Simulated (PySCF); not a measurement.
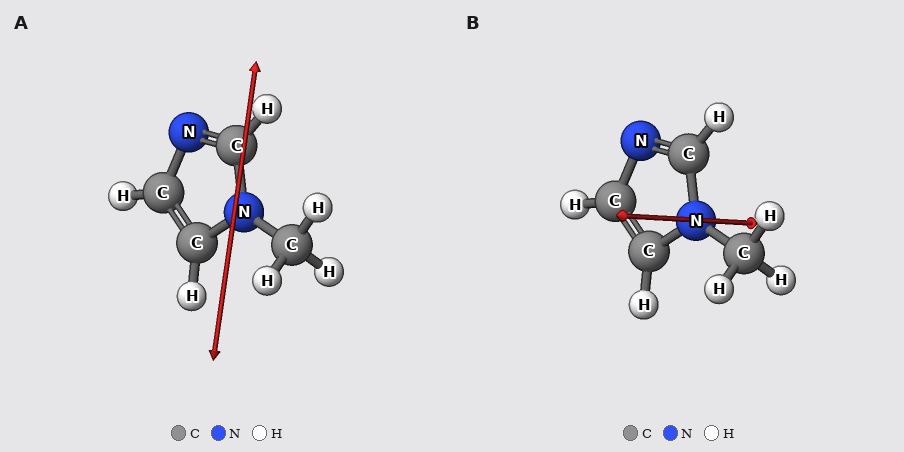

The double arrows show the directions of two transition dipoles from the ground state (lengths mean nothing). The geometry was computed by an optimisation with GFN2-xTB. No frequency run is at hand to confirm it as a minimum. Level of theory: TDDFT CAM-B3LYP/def2-SVPD, vertical, gas phase, core orbitals frozen in the response (PySCF 2.14.0).

One belongs to singlet state 2 and one to singlet state 5. Which is which?

A: state 2, 6.55 eV (189 nm), oscillator strength 0.16, mainly HOMO → LUMO+1 (weight 0.93).
B: state 5, 7.20 eV (172 nm), oscillator strength 0.021, mainly HOMO → LUMO+2 (weight 0.85).
